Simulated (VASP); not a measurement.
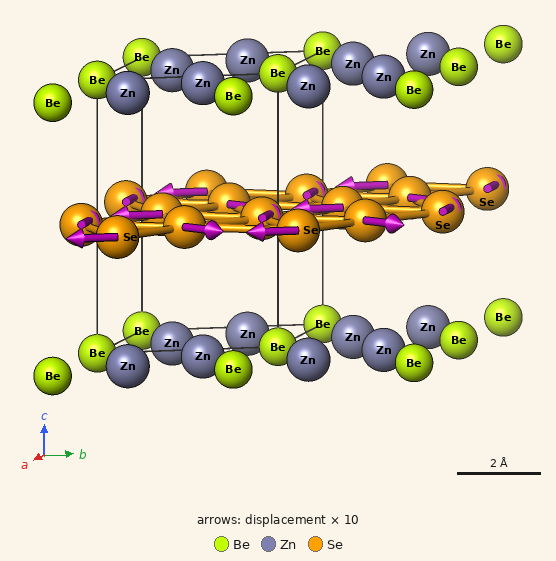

A relaxation of a crystal of BeZn₂Se₃ (a generated structure, set up in P-62m). The starting structure is drawn; purple arrows show the displacements (the part carried along by the change of the cell is left out), 10 times their true length.

The picture is a ball-and-stick view of the cell of the calculation, repeated 2 × 2 × 1 with one cell outlined, seen slightly off an axis.

The run lets cell and atoms move.

The calculation used Kohn-Sham DFT of a periodic cell, PBE, VASP PAW PBE potentials, recommended (VASP 6.6.1).

The input:
```
PREC = Normal
ENCUT = 520
EDIFF = 1E-4
ISMEAR = 0
SIGMA = 0.15
LREAL = False
LASPH = True
NELM = 60
ALGO = Fast
ISIF = 3
LWAVE = False
LCHARG = False
GGA = PE
IBRION = 2
NSW = 24
EDIFFG = -0.08
```

Command:
```bash
cat potpaw_PBE.64/Be/POTCAR potpaw_PBE.64/Zn/POTCAR potpaw_PBE.64/Se/POTCAR > POTCAR
mpirun -np 1 vasp_std > vasp.out
```

Q: What happened in the run?

A: Over 5 geometry steps the energy falls by 0.461 eV per cell of the calculation. Largest force component: 1.4 eV/Å at the start, 0.049 eV/Å at the end. Pressure: 5.05 GPa at the start and −0.10 GPa at the end. The largest moves relative to the cell, 0.13 Å, are those of Se atoms. Zn and Be stay in place. The volume changes by +1.0 %, with a = b 4.583 → 4.715 Å (+2.9 %), c 6.705 → 6.399 Å (−4.6 %). Near-neighbour distances that change, for instance: Se–Se 2.552 → 2.735 Å, Se–Se 2.845 → 2.697 Å. Among the angles between lasting bonds that change: Se–Se–Se 67.7° → 59.1°, Se–Se–Se 127.7° → 119.1°, Se–Se–Se 172.3° → 179.1°. The space group stays P-62m (No. 189). It ran on 1 thread of Intel(R) Xeon(R) Platinum 8488C (Sapphire Rapids), with other jobs on the host.

Limits of the set-up: layers or molecules are held without a dispersion correction, so their spacing is unreliable.
